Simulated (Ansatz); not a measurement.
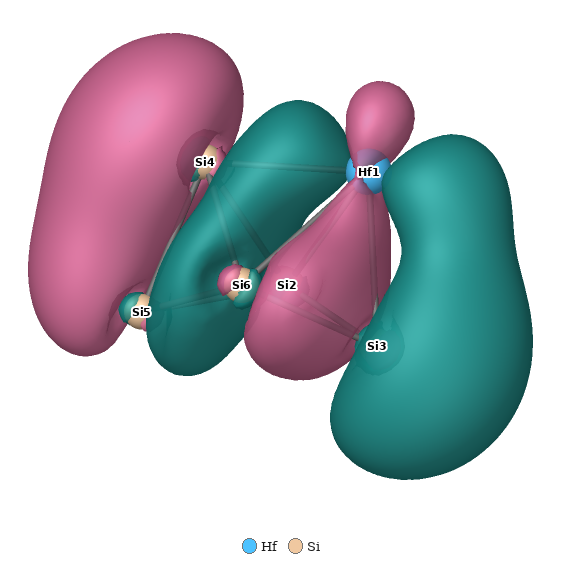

Figure 1: HfSi₅ (triplet). One frontier orbital at ±0.05 Å⁻³ᐟ² (teal and pink are the two phases), seen at a tilt.

Geometry: PBE0-D4/def2-SVP; core potentials replace the inner electrons of Hf.

Level of theory: Ansatz 0.2.0, UKS PBE0-D4/def2-TZVP.

```yaml
atoms:
  - { symbol: Hf, position_ang: [1.9657, 0.1533, 0.5539] }
  - { symbol: Si, position_ang: [-0.2787, 1.2121, -0.5194] }
  - { symbol: Si, position_ang: [0.9815, -0.2954, -1.8621] }
  - { symbol: Si, position_ang: [-0.3055, 0.2968, 1.7579] }
  - { symbol: Si, position_ang: [-2.1579, -0.0369, 0.1470] }
  - { symbol: Si, position_ang: [-0.2050, -1.3299, -0.0774] }
```

> Which orbital is it: HOMO (β) or LUMO (β)?

The HOMO (β), at −6.14 eV. By Hirshfeld shares it lies mainly on Si3 (about 35 %), Si4 (about 25 %), Hf1 (about 15 %), Si5 (about 10 %), Si2 (about 5 %) and Si6 (about 5 %).
